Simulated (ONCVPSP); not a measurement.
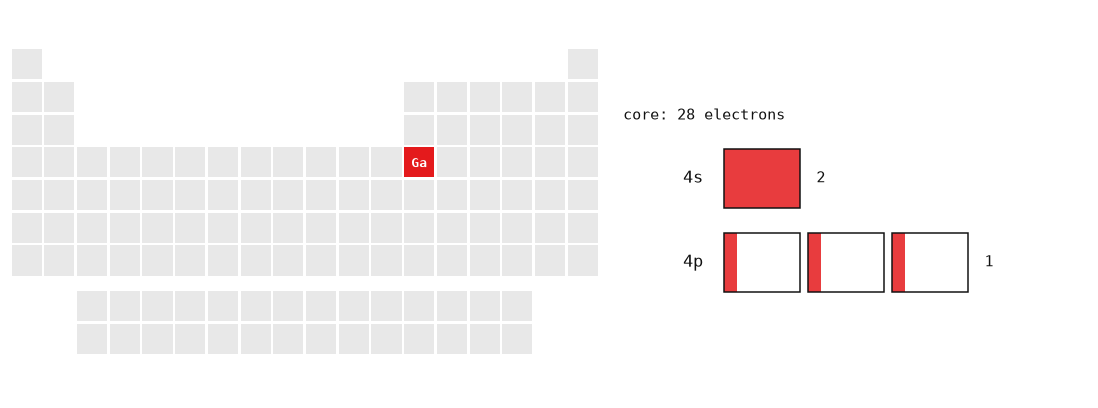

Figure 1. Left, the place of gallium in the periodic table; right, the valence shells of the reference configuration: a box for each of the 2l + 1 orbitals, shaded by the share of the shell that is filled, with the electron count at the right.

Pseudopotential generation for Ga

System: gallium (Ga, Z = 31), core [Ar] 3d10, reference valence 4s2 4p1, valence charge 3.
Method: ONCV potential, PW91, scalar-relativistic, made with ONCVPSP 4.0.1.

### Output (extracts)
```
ONCVPSP  (Optimized Norm-Conservinng Vanderbilt PSeudopotential)
scalar-relativistic version 4.0.1

#   n    l    f        energy (Ha)
    1    0    2.00    -3.7601767E+02
    2    0    2.00    -4.6399358E+01
    2    1    6.00    -4.0398744E+01
    3    0    2.00    -5.4433377E+00
    3    1    6.00    -3.6348976E+00
    3    2   10.00    -7.0690597E-01
    4    0    2.00    -3.3156352E-01
    4    1    1.00    -9.6237177E-02

Reference configufation results
  iterations    29
  all-electron total energy (Ha)   -1.94438896D+03

Begin loop to  construct optimized pseudo wave functions
and semi-local pseudopoentials for all angular momenta

Calculating optimized projector #   1

 for l=   0

    Fraction of norm inside rc  0.182808
    Optimizing pswf for qcut=   4.29 a_B^-1,  ecut=   9.22 Ha
    Residual kinetic energy error=  1.48D-04 Ha

    Energy error per electron        Cutoff
         Ha          eV             Ha
         0.01000     0.27211        5.05
         0.00100     0.02721        7.43
         0.00010     0.00272        9.91
         0.00001     0.00027       30.43

Calculating optimized projector #   1

 for l=   1

    Fraction of norm inside rc  0.407589
    Optimizing pswf for qcut=   3.09 a_B^-1,  ecut=   4.78 Ha
    Residual kinetic energy error=  2.17D-05 Ha

    Energy error per electron        Cutoff
         Ha          eV             Ha
         0.01000     0.27211        1.35
         0.00100     0.02721        2.14
         0.00010     0.00272        2.87
         0.00001     0.00027        9.96

   Wellstate for l =  2  n =  4
     eigenvalue =   0.2000
     asymptotic potential =   0.7000
     half-point radius =  6.8690

   Wellstate for l =  2  n =  7
     eigenvalue =   3.9000
     asymptotic potential =   4.4000
     half-point radius =  4.4167

   Wellstate for l =  2  n =  8
     eigenvalue =   7.6000
     asymptotic potential =   8.1000
     half-point radius =  3.8385

Calculating optimized projector #   1

 for l=   2

    Fraction of norm inside rc  0.085568
    Optimizing pswf for qcut=   3.49 a_B^-1,  ecut=   6.10 Ha
    Residual kinetic energy error=  2.06D-03 Ha

    Energy error per electron        Cutoff
         Ha          eV             Ha
         0.01000     0.27211        1.74
         0.00100     0.02721        8.38
         0.00010     0.00272       18.19
         0.00001     0.00027       22.60

Calculating optimized projector #   2

 for l=   2

    Fraction of norm inside rc  0.170901
    Optimizing pswf for qcut=   3.49 a_B^-1,  ecut=   6.10 Ha
    Residual kinetic energy error=  9.58D-02 Ha

    Energy error per electron        Cutoff
         Ha          eV             Ha
         0.01000     0.27211       22.08
         0.00100     0.02721       28.03
         0.00010     0.00272       36.25
         0.00001     0.00027       52.27

Calculating optimized projector #   3

 for l=   2

    Fraction of norm inside rc  0.152054
    Optimizing pswf for qcut=   3.49 a_B^-1,  ecut=   6.10 Ha
    Residual kinetic energy error=  1.97D+00 Ha

    Energy error per electron        Cutoff
         Ha          eV             Ha
         0.01000     0.27211       35.38
         0.00100     0.02721       40.92
         0.00010     0.00272       53.40
         0.00001     0.00027       80.48

Construct Vanderbilt / Kleinmman-Bylander projectors

B matrix Hermiticity error, ll=   2
   1   2    5.5972E-05
   1   3   -5.8466E-05
   2   3    1.9359E-04

  Orthonormal projector coefficients  1.3440E+01 -3.8687E+00  9.1150E-01

Model core correction analysis
  based on d2Exc/dn_idn_j

d2excae - all-electron derivatives

   -3.214084D-02   -2.428575D-02
   -2.428123D-02   -2.809995D-02

d2excps - pseudofunction derivatives with no core correction

   -4.451499D-02   -2.864158D-02
   -2.864096D-02   -2.989207D-02

rms 2nd derivative error    6.969787E-03

rmatch, rhocmatch    1.7270    0.4104

Teter function model core charge with specified parameters

d2excps - pseudofunction derivatives with core correction

   -3.540962D-02   -2.506715D-02
   -2.506372D-02   -2.832569D-02

rms 2nd derivative error    1.729070E-03

Pseudoatom total energy   -2.157551

Diagnostic tests using Vanderbilt-Kleinman-Bylander pseudopotentials
  1 or more projectors used as specified by nproj input data

   l    rcore       rmatch      e in        delta e   norm test  slope test

   0   1.5507269   1.5978104  -0.3315635  -0.0000171   0.9999751   1.0001184

   1   2.8037251   2.8888522  -0.0962372  -0.0000002   1.0000001   1.0000057

   2   2.4579885   2.5326184   0.2000000   0.0000026   1.0000406   1.0000406
   2   2.4579885   2.5326184   3.9000000   0.0000623   1.0002421   1.0002421
   2   2.4579885   2.5326184   7.6000000   0.0001261   0.9998894   0.9998894

 Testing for bound ghosts
   n   l    E NL Schr. Eq   E Basis Diag.   E Cutoff

   1   0       -0.331581       -0.306787     51.56

   2   1       -0.096237       -0.092488     28.13

 Testing for highly-localized positive-energy ghosts
       l    <radius>/rc     E Basis Diag.   E Cutoff

       2        0.475297       27.544116     42.19  WARNING - GHOST(+)

Test configuration 0

   n   l     f        eae           eps        diff
   1   0  2.0000 -376.01767343
   2   0  2.0000  -46.39935766
   2   1  6.0000  -40.39874380
   3   0  2.0000   -5.44333767
   3   1  6.0000   -3.63489761
   3   2 10.0000   -0.70690597
   4   0  2.0000   -0.33156352   -0.33158061   -1.71D-05
   4   1  1.0000   -0.09623718   -0.09623736   -1.85D-07

    Total energies and differences
      AE_ref= -1.94438896D+03  AE_tst= -1.94438896D+03  dif=  0.00D+00
      PS_ref= -2.15755146D+00  PS_tst= -2.15755146D+00  dif=  3.11D-15
      PSP excitation error= -3.11D-15

Test configuration 1

   n   l     f        eae           eps        diff
   1   0  2.0000 -376.32542430
   2   0  2.0000  -46.70430591
   2   1  6.0000  -40.70404661
   3   0  2.0000   -5.74874431
   3   1  6.0000   -3.94043940
   3   2 10.0000   -1.01180877
   4   0  2.0000   -0.60366211   -0.60606664   -2.40D-03

    Total energies and differences
      AE_ref= -1.94438896D+03  AE_tst= -1.94417776D+03  dif=  2.11D-01
      PS_ref= -2.15755146D+00  PS_tst= -1.94592131D+00  dif=  2.12D-01
      PSP excitation error= -4.27D-04

Test configuration 2

   n   l     f        eae           eps        diff
   1   0  2.0000 -376.77510795
   2   0  2.0000  -47.14393939
   2   1  6.0000  -41.14452215
   3   0  2.0000   -6.19219803
   3   1  6.0000   -4.38389432
   3   2 10.0000   -1.45095260
   4   0  1.0000   -0.96109869   -0.97019717   -9.10D-03

    Total energies and differences
      AE_ref= -1.94438896D+03  AE_tst= -1.94339784D+03  dif=  9.91D-01
      PS_ref= -2.15755146D+00  PS_tst= -1.16028188D+00  dif=  9.97D-01
      PSP excitation error= -6.15D-03

Test configuration 3

   n   l     f        eae           eps        diff
   1   0  2.0000 -376.16014933
   2   0  2.0000  -46.54088996
   2   1  6.0000  -40.54040153
   3   0  2.0000   -5.58503117
   3   1  6.0000   -3.77664945
   3   2 10.0000   -0.84848336
   4   0  2.0000   -0.45991145   -0.46055624   -6.45D-04
   4   1  0.5000   -0.20876592   -0.20899099   -2.25D-04

    Total energies and differences
      AE_ref= -1.94438896D+03  AE_tst= -1.94431345D+03  dif=  7.55D-02
      PS_ref= -2.15755146D+00  PS_tst= -2.08199953D+00  dif=  7.56D-02
      PSP excitation error= -3.90D-05

Test configuration 4

   n   l     f        eae           eps        diff
   1   0  2.0000 -376.39498713
   2   0  2.0000  -46.77052888
   2   1  6.0000  -40.77035880
   3   0  2.0000   -5.81789146
   3   1  6.0000   -4.00949337
   3   2 10.0000   -1.07874830
   4   0  1.0000   -0.64381693   -0.64616365   -2.35D-03
   4   1  1.0000   -0.36774019   -0.36990102   -2.16D-03

    Total energies and differences
      AE_ref= -1.94438896D+03  AE_tst= -1.94390583D+03  dif=  4.83D-01
      PS_ref= -2.15755146D+00  PS_tst= -1.67337665D+00  dif=  4.84D-01
      PSP excitation error= -1.04D-03
```

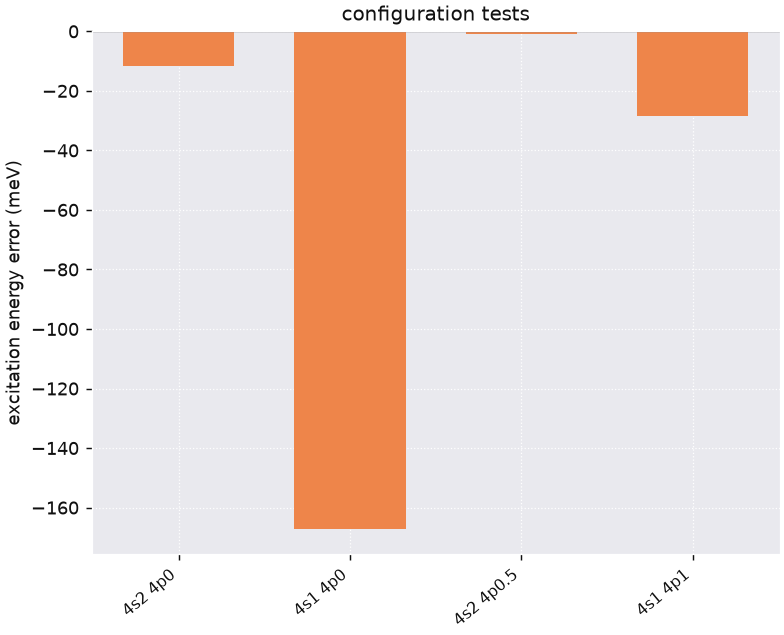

Figure 2. Errors, all-electron minus pseudo, of the energies of valence configurations relative to the unpolarised reference 4s2 4p1.

- Worst configuration: 4s1 4p0 (charge +2): the error is -167 meV on an all-electron energy of +26.97 eV relative to the reference, or 0.62 %.
- Configurations within 10 meV and within 50 meV: 1 and 3 of 4.

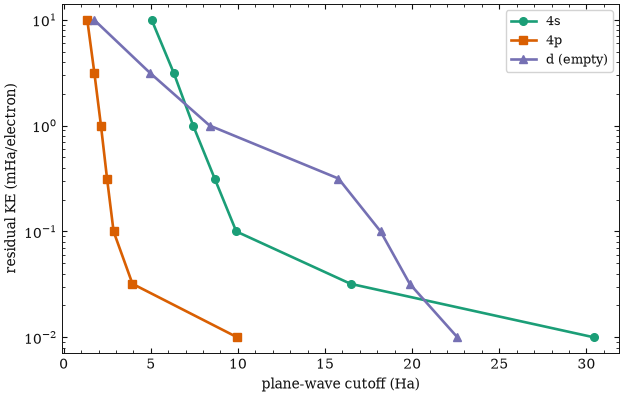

Figure 3. Residual kinetic energy of the pseudo-waves (the first of each channel, and further valence shells) beyond the plane-wave cutoff, as the generator prints it.

- Cutoffs for the occupied states: 7.4 Ha for 1 mHa and 9.9 Ha for 0.1 mHa per electron. The first is set by 4s.
- Cutoffs for 1 mHa per electron: d (empty): 8.4 Ha; 4s: 7.4 Ha; 4p: 2.1 Ha.

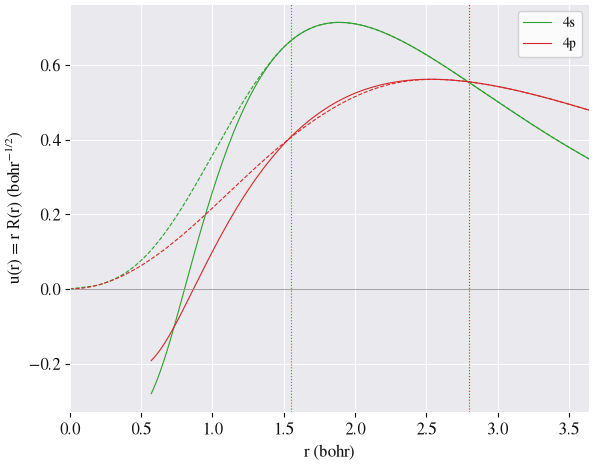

Figure 4. All-electron valence functions (solid) with their pseudo partners (dashed). Dotted lines mark the matching radii. The innermost oscillations of some all-electron curves aren't drawn. Pseudo-waves: 4s has no node; 4p has no node.

### Input file
```
# ATOM AND REFERENCE CONFIGURATION
# atsym  z   nc   nv     iexc    psfile
  Ga 31.00    6    2  -109134      upf
#
#   n    l    f
    1    0    2.00
    2    0    2.00
    2    1    6.00
    3    0    2.00
    3    1    6.00
    3    2   10.00
    4    0    2.00
    4    1    1.00
#
# PSEUDOPOTENTIAL AND OPTIMIZATION
# lmax
    2
#
#   l,   rc,      ep,       ncon, nbas, qcut
    0    1.55    0.00    3    7    4.30
    1    2.80    0.00    4    8    3.10
    2    2.45    0.20    4    6    3.50
#
# LOCAL POTENTIAL
# lloc, lpopt,  rc(5),   dvloc0
    4    5    1.45    6.00
#
# VANDERBILT-KLEINMAN-BYLANDER PROJECTORs
# l, nproj, debl
    0    1    2.70
    1    1    2.20
    2    3    3.70
#
# MODEL CORE CHARGE
# icmod, fcfact, rcfact
    3    2.50    1.45
#
# LOG DERIVATIVE ANALYSIS
# epsh1, epsh2, depsh
   -2.00    5.00    0.02
#
# OUTPUT GRID
# rlmax, drl
    6.00    0.01
#
# TEST CONFIGURATIONS
# ncnf
    4
# nvcnf
#   n    l    f
    2
    4    0    2.00
    4    1    0.00
#
    2
    4    0    1.00
    4    1    0.00
#
    2
    4    0    2.00
    4    1    0.50
#
    2
    4    0    1.00
    4    1    1.00
#
```

Launched with:
```bash
oncvpsp.x < Ga.dat > Ga.out
```

### Key numbers

- outcome: generated
- cutoffs needed: 7.4 Ha and 9.9 Ha (the cutoffs at which the residual kinetic energy of the hardest occupied pseudo-wave falls to 1 and 0.1 mHa per electron)
- ghost test: no bound ghost flagged; no localised positive-energy state flagged (flags above 300 eV left out)
- largest excitation error: -167 meV (all-electron minus pseudo) for 4s1 4p0, out of 4 test configurations
- rms error of d²Exc/dni dnj: 6.97 mHa without and 1.73 mHa with the model core
- range over which the phases arctan(r R′/R) at the test radius agree within 0.05 rad (a looser test near the poles than one of phase shifts): s: up to about 1.8 Ha; p: up to about 1.0 Ha; d: from about -0.4 Ha upwards; f: not judged, local potential alone
- hardware: 1 CPU thread, shared host
- wall time: 5.4 s

### Remarks

The scattering phases part by more than π/2 and stay apart in s from about 4.3 Ha: a level there is either far displaced or one that only the pseudo-atom has.
